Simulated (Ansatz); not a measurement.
Nudged elastic band of GePH6ClO (part 2 of 2)

Continued. System: GePH6ClO. Method: RKS B3LYP-D4/def2-SVP (Ansatz 0.2.0). The run did not end well. It belongs to a series of runs on one base structure; here: band between the two ends.

Geometry of the input (Å):
```
Ge -0.4836  -0.2702  -0.1366
O  -0.4735  -0.2163  1.6411
H  -0.2630  -1.0671  2.0497
Cl 1.4804  -0.9153  -0.8385
H  -0.7233  1.1750  -0.5776
H  -1.4952  -1.3041  -0.6627
P  1.6911  2.8459  1.0764
H  2.7968  3.1545  1.9286
H  2.4020  1.8186  0.3818
H  1.1131  1.9230  2.0007
```

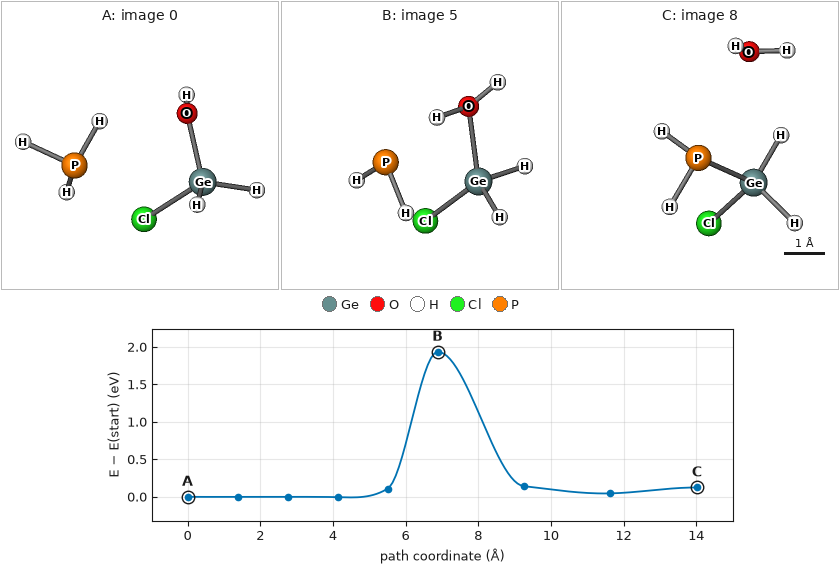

Fig. 1: Images of the last band (counted from 0; ball-and-stick, seen at a tilt) above the energy along the path; the line is a cubic interpolation that uses the forces. The highest image is number 5, 1.936 eV above the start and 1.811 eV above the end (the climbing image); the end lies 0.125 eV above the start. The path is 14.02 Å long. The band had not converged after 60 iterations.

```
Unfinished report: {"positions_ang":[[0.1572785384834556,0.06085535642924955,-0.03585563014249108],[-0.12767773582177838,0.09865661812963925,1.9227492460611473],[-0.9930320185854064,-0.059569235763487036,2.350082558762354],[2.0257509035095715,-0.6532815921726922,-0.9168435975991065],[-0.5187843971146668,1.2138194710648225,-0.794836651147754],[-0.7247636183798666,-1.2036938316913772,-0.15962335185060303],[1.6719326599495616,2.276351071016113,1.4068814369112073],[2.7849103197486453,1.5272705129312276,0.937098181988529],[1.3254804129324804,2.822858191876806,0.13869147173923477],[0.44370693527800226,1.0607344381796997,2.014456335277483]],"unchecked":["starts","cluster_reference","orbital_swaps","neighbouring_geometries","increment"],"mean_field":{"relativity":"none","state":{"energy":{"ev":-80460.33435926166,"hartree":-2956.8627497294297},"converged":true,"gradient_ev":0.000021610596954581217,"stability":{"kind":"minimum","curvature_ev":30.552697258292},"curvature_floor_ev":0.00030000000000000003,"spin_squared":-1.4210854715202004e-14},"others":[],"fillings":{"estimated":0,"unestimated":0,"tried":0,"untried":0,"excluded_magnetic_sites":0},"n_dropped_functions":0,"n_trapped_functions":0,"passes":{"evaluations":2,"products":15},"factors":{"origin":"Cholesky decomposition","count":1158,"bound_ev":0.00096052767736496},"gradient_stop_ev":0.00009,"reference_kind":"stationary","functional":{"name":"B3LYP","citations":["Stephens, Devlin, Chabalowski & Frisch, J. Phys. Chem. 98, 11623 (1994) doi:10.1021/j100096a001","Becke, Phys. Rev. A 38, 3098 (1988) doi:10.1103/PhysRevA.38.3098","Lee, Yang & Parr, Phys. Rev. B 37, 785 (1988) doi:10.1103/PhysRevB.37.785","Vosko, Wilk & Nusair, Can. J. Phys. 58, 1200 (1980) doi:10.1139/p80-159"],"text":"name \"B3LYP\"\ncite \"Stephens, Devlin, Chabalowski & Frisch, J. Phys. Chem. 98, 11623 (1994) doi:10.1021/j100096a001\"\ncite \"Becke, Phys. Rev. A 38, 3098 (1988) doi:10.1103/PhysRevA.38.3098\"\ncite \"Lee, Yang & Parr, Phys. Rev. B 37, 785 (1988) doi:10.1103/PhysRevB.37.785\"\ncite \"Vosko, Wilk & Nusair, Can. J. Phys. 58, 1200 (1980) doi:10.1139/p80-159\"\nparameter a0 = 0.2\nparameter ax = 0.72\nparameter ac = 0.81\nexchange = (1 - a0 - ax)*slater_x + ax*b88_x + a0*exact_x\ncorrelation = (1 - ac)*vwn_rpa_c + ac*lyp_c\n","parameters":{"a0":{"value":0.2,"default":0.2},"ac":{"value":0.81,"default":0.81},"ax":{"value":0.72,"default":0.72}},"final_grid":{"core_spheres":13.0,"valence_spheres":11.0,"degree":36.0},"final_grid_parameter_source":"default","radial_points_factor":1.0,"radial_grid_error_ev":6.729326096032238e-7,"grid_sensitivity":"normal","grid_sensitivity_ratio":0.0013437628806248659},"unsmoothed_excess_ev":-0.00025938165811662173,"symmetry":{"irreps":["A"],"axes":[[0.9994975973013627,-0.015505746820280681,0.027642807461406543],[0.016756726076425744,0.9988186231695082,-0.04561326715954106],[-0.026902883116920226,0.0460535538836406,0.9985766395498565]],"occupied":[{"A":39},{"A":39}]},"held":{"pivots":1155,"left_out":0,"joined":3},"density_repulsion":{"missed_ev":0.000016494170512604004,"excess_ev":0.0,"most_excess_ev":0.0002106,"are_drawn_again":false,"n_first_factors":1158,"energy_change_ev":0.0,"n_dropped_ends":0}},"factors":{"origin":"Cholesky decomposition","count":1158,"bound_ev":0.00096052767736496},"n_frozen":0,"n_occupied":[39,39],"n_virtual":[73,73],"reference":{"ev":-80460.33435926166,"hartree":-2956.8627497294297},"dispersion":{"energy":{"ev":-0.39965170542359113,"hartree":-0.014686929280661514},"switches_in_reach":[]},"total":{"ev":-80460.73401096708,"hartree":-2956.8774366587104},"forces_ev_per_angstrom":[[0.00003455457558481506,0.000037236683197954326,0.00006889406039831472],[0.000039182164005224784,0.00007441951610889612,-0.00004661364010911245],[5.977778946871307e-6,-1.7064398694401073e-6,0.00001101756157289007],[5.92019594246318e-6,-6.010431021198637e-6,-7.904981451492543e-6],[-8.564969189692878e-6,7.353193736205771e-6,-9.885415777234965e-6],[-0.000011245001673667286,-0.000010774803966987455,2.0509915616829903e-6],[6.790130721703869e-6,-3.636143541430048e-6,-0.000027162707563341965],[8.888172769872492e-6,-1.0585125989120633e-6,-6.422898805591437e-7],[-2.4234636902997937e-6,6.101011801002559e-6,-4.238244197189538e-6],[-0.00007907959060373445,-0.00010192406437322266,0.000014484702210353605]],"charge_distribution":{"dipole_moment_e_ang":[-0.7853201903703978,-0.2283229067943564,0.17143875931779962],"mulliken_charges_e":[0.5192637051231692,-0.30133498282905435,0.19248823324291353,-0.22645431619502432,-0.05605328828477507,-0.08892615351697764,-0.24172400667813498,-0.007665984625355504,-0.023438028194868066,0.23384482195809375],"lowdin_charges_e":[-0.05309562867488182,0.20488895300349608,0.012812876798834805,0.12565064483835897,-0.058193065042886793,-0.07124529896846665,0.04520103986337176,-0.06842744646778587,-0.06522116428614622,-0.07237091106387639]},"n_threads":4,"memory_gib":4.261363637633622,"seconds":{"hamiltonian":0.577631729,"orbitals":0.0,"second_order":0.0,"solver_start":0.0,"cycles":0.0,"cycle":0.0,"perturbative":0.0,"full_ci_increment":0.0,"forces":0.0}}
this run last wrote the band of iteration 60 to [file]
Error: NEB band did not converge after 60 iterations: max|band force component| = 7.59e-2 eV/Å (threshold 3.0e-2); raise `neb.max_iterations` in a new run, which can start from the last band evaluated (`neb.initial_path`, with `crystal.atoms` and `neb.final_atoms` set to its first and last images), add images, or start from endpoints closer to local minima. Where this run's directory can be resumed (`checkpoint.write`), a resume goes on for up to `neb.max_iterations` more; to start a new run from the last band, take its images' positions from the `neb_iteration` event of iteration 60 (`data.images[].positions_ang`), in the event stream of the run that computed that iteration (not this run's, if it was resumed behind it). With `checkpoint.write`, `steps/00-neb/state/checkpoint.json` in the run directory holds the last saved band, under `neb.evaluated.images[].positions_ang` (a band under a hybrid functional on support functions is neither saved nor resumed: `neb.initial_path` says where its path is): check the last entry of `neb.iterations` there, which is earlier than 60 if that iteration was not saved or its write failed. If the band's step has no `state` directory and holds `state.next`, a write was cut short, and the file is under `state.next` instead (behind a loss of power it can be under `state.prev`)
this run wrote the band of iteration 60 to [file] as well, whether or not its events were kept: a new run's `neb.initial_path` can list its `images[].positions_ang`
a run's events are kept only if it was started with --events-out <file>, and are in that file
```

## The last band as extended XYZ (Å, eV, eV/Å)
```
10
Properties=species:S:1:pos:R:3:forces:R:3 image=0 energy=-80462.66930
Ge   -0.4836   -0.2702   -0.1366   -0.0004   0.0102  -0.0030
O    -0.4735   -0.2163    1.6411    0.0044  -0.0029  -0.0231
H    -0.2630   -1.0671    2.0497    0.0031  -0.0041   0.0165
Cl    1.4804   -0.9153   -0.8385   -0.0166   0.0074   0.0074
H    -0.7233    1.1750   -0.5776    0.0067  -0.0003   0.0007
H    -1.4952   -1.3041   -0.6627    0.0034  -0.0093   0.0007
P     1.6911    2.8459    1.0764    0.0001  -0.0144  -0.0012
H     2.7968    3.1545    1.9286    0.0043  -0.0012   0.0037
H     2.4020    1.8186    0.3818   -0.0077   0.0069   0.0067
H     1.1131    1.9230    2.0007    0.0028   0.0077  -0.0083
10
Properties=species:S:1:pos:R:3:forces:R:3 image=1 energy=-80462.66975
Ge   -0.5975   -0.3630   -0.2094   -0.0028   0.0085  -0.0012
O    -0.5208    0.0167    1.5268    0.0016  -0.0026   0.0002
H    -0.0281   -0.6338    2.0461   -0.0005   0.0010   0.0010
Cl    1.4293   -0.6001   -0.9810   -0.0016  -0.0038   0.0010
H    -1.2441    0.8639   -0.8562   -0.0018  -0.0005  -0.0006
H    -1.3156   -1.7015   -0.4578    0.0049  -0.0025  -0.0004
P     1.9750    2.9500    1.3170    0.0003   0.0006   0.0007
H     2.9426    2.5537    2.2933    0.0003  -0.0015  -0.0004
H     2.4298    1.9917    0.3598    0.0000   0.0006   0.0000
H     0.9741    2.0664    1.8243   -0.0005   0.0003  -0.0003
10
Properties=species:S:1:pos:R:3:forces:R:3 image=2 energy=-80462.66856
Ge   -0.4501   -0.3278   -0.1629    0.0037  -0.0005   0.0016
O    -0.6064    0.0490    1.5689   -0.0031   0.0011  -0.0001
H    -0.2003   -0.6104    2.1483   -0.0002  -0.0001  -0.0002
Cl    1.6574   -0.5874   -0.6554    0.0025  -0.0008   0.0001
H    -0.9914    0.9062   -0.8885   -0.0013  -0.0009   0.0005
H    -1.1431   -1.6584   -0.5077   -0.0003   0.0014  -0.0003
P     2.0238    2.8867    1.5474    0.0008   0.0006   0.0008
H     2.9541    1.8218    1.7587   -0.0006  -0.0033  -0.0025
H     1.8991    2.5887    0.1552   -0.0014   0.0024  -0.0005
H     0.9017    2.0756    1.8987   -0.0002   0.0002   0.0004
10
Properties=species:S:1:pos:R:3:forces:R:3 image=3 energy=-80462.67360
Ge   -0.3564   -0.4339   -0.1748    0.0189   0.0302   0.0120
O    -0.6090    0.0433    1.5193   -0.0036  -0.0049   0.0089
H    -0.2906   -0.6094    2.1583   -0.0121   0.0054   0.0000
Cl    1.7488   -0.9318   -0.4615   -0.0017  -0.0099  -0.0053
H    -0.6975    0.8138   -0.9924   -0.0078  -0.0079  -0.0118
H    -1.1557   -1.7017   -0.5282    0.0119   0.0068   0.0021
P     2.1460    2.7487    1.7687   -0.0019  -0.0012  -0.0020
H     2.6258    1.6002    1.0681    0.0044  -0.0029  -0.0064
H     1.7874    3.4318    0.5643   -0.0117  -0.0043   0.0012
H     0.8458    2.1830    1.9409    0.0036  -0.0114   0.0012
10
Properties=species:S:1:pos:R:3:forces:R:3 image=4 energy=-80462.55881
Ge   -0.1333   -0.1895   -0.0688   -0.0921  -0.0721  -0.0089
O    -0.3524    0.0967    1.6798   -0.0584   0.0027  -0.0636
H    -0.8188   -0.6043    2.1524    0.0574  -0.1514  -0.0475
Cl    1.9194   -0.7355   -0.5533   -0.0443  -0.0286   0.0958
H    -0.4449    1.1241   -0.7893    0.0140  -0.0223   0.0086
H    -0.9941   -1.3988   -0.4565   -0.0890  -0.0518  -0.0768
P     1.9085    2.6492    1.5601    0.0790   0.1054   0.0380
H     2.7591    1.6219    1.0503   -0.0034   0.0204   0.0196
H     1.2868    2.8612    0.2882   -0.0075   0.0083   0.0387
H     0.9145    1.7189    1.9999    0.1443   0.1894  -0.0037
10
Properties=species:S:1:pos:R:3:forces:R:3 image=5 energy=-80460.73375
Ge    0.1573    0.0609   -0.0359    0.0000   0.0000   0.0001
O    -0.1277    0.0987    1.9227    0.0000   0.0001   0.0000
H    -0.9930   -0.0596    2.3501    0.0000   0.0000   0.0000
Cl    2.0258   -0.6533   -0.9168    0.0000   0.0000   0.0000
H    -0.5188    1.2138   -0.7948    0.0000   0.0000   0.0000
H    -0.7248   -1.2037   -0.1596    0.0000   0.0000   0.0000
P     1.6719    2.2764    1.4069    0.0000   0.0000   0.0000
H     2.7849    1.5273    0.9371    0.0000   0.0000   0.0000
H     1.3255    2.8229    0.1387    0.0000   0.0000   0.0000
H     0.4437    1.0607    2.0145   -0.0001  -0.0001   0.0000
10
Properties=species:S:1:pos:R:3:forces:R:3 image=6 energy=-80462.52688
Ge    0.4158    0.3813   -0.5174   -0.0380   0.0074  -0.0670
O    -0.1284    0.0458    2.8345    0.0306  -0.0147   0.0144
H    -1.0799   -0.0370    2.6812    0.0047   0.0345   0.0219
Cl    1.9833   -0.4262   -1.8188    0.0103   0.0074  -0.0242
H    -0.6200    1.0536   -1.4436   -0.0230  -0.0123  -0.0202
H    -0.1978   -0.8179    0.2154    0.0215   0.0140   0.0149
P     1.3018    2.0074    0.8981   -0.0060  -0.0627  -0.0363
H     2.4600    1.2255    1.1789    0.0231   0.0235   0.0489
H     1.9140    2.7216   -0.1767    0.0316   0.0130   0.0044
H    -0.0041    0.9899    3.0111   -0.0547  -0.0101   0.0433
10
Properties=species:S:1:pos:R:3:forces:R:3 image=7 energy=-80462.62359
Ge    0.5000    0.2975   -0.3577    0.0083  -0.0297   0.0319
O    -0.3917    0.5098    2.4768   -0.0226  -0.0361   0.0278
H    -1.1640   -0.0451    2.6523    0.0119  -0.0245  -0.0135
Cl    1.2140    0.2301   -2.4447   -0.0065  -0.0030   0.0076
H    -1.0168    0.5296   -0.4805    0.0121   0.0426   0.0258
H     0.8075   -1.0945    0.2260   -0.0293   0.0258   0.0199
P     1.6303    2.0353    0.7303    0.0363  -0.0102   0.0082
H     2.4766    1.1258    1.4375   -0.0241   0.0389  -0.0097
H     2.5689    2.2240   -0.3304   -0.0234  -0.0038   0.0063
H    -0.5799    1.3315    2.9532    0.0374   0.0000  -0.1044
10
Properties=species:S:1:pos:R:3:forces:R:3 image=8 energy=-80462.54461
Ge    0.3455    0.3682   -0.5947    0.0053   0.0190  -0.0118
O     0.0115    0.1760    2.8549   -0.0120  -0.0006   0.0005
H    -0.9501    0.0906    2.7957   -0.0065  -0.0086  -0.0028
Cl    1.8633   -0.4854   -1.9285    0.0026  -0.0041  -0.0011
H    -0.7197    1.0023   -1.5138   -0.0195  -0.0079  -0.0134
H    -0.2473   -0.8029    0.2040    0.0098   0.0131   0.0036
P     1.2593    2.0218    0.7668   -0.0020  -0.0160   0.0265
H     2.3104    1.1792    1.2316    0.0111   0.0063   0.0097
H     2.0404    2.5877   -0.2896   -0.0033  -0.0094  -0.0142
H     0.1315    1.0065    3.3363    0.0146   0.0082   0.0029
```

## What the run reported

```json
{"quantity": "outcome", "value": "not converged"}
{"quantity": "barrier, forward (band not converged)", "value": "1.935 eV"}
{"quantity": "barrier, backward", "value": "1.811 eV"}
{"quantity": "hardware", "value": "4 threads of AMD EPYC (Zen 5), 32 GiB of memory available, shared host"}
{"quantity": "wall time", "value": "4.7 min (CPU time 16 min)"}
{"quantity": "peak memory", "value": "0.31 GiB"}
```

## Diagnosis

The run did not converge: “NEB band did not converge after 60 iterations: max|band force component| = 7.59e-2 eV/Å (threshold 3.0e-2); raise `neb.max_iterations` in a new run, which can start from the last band evaluated (`neb.initial_path`, with `crystal.atoms` and `neb.final_atoms` set to its first and last images), add images, or start from endpoints closer to local minima …” Its last values are not results.
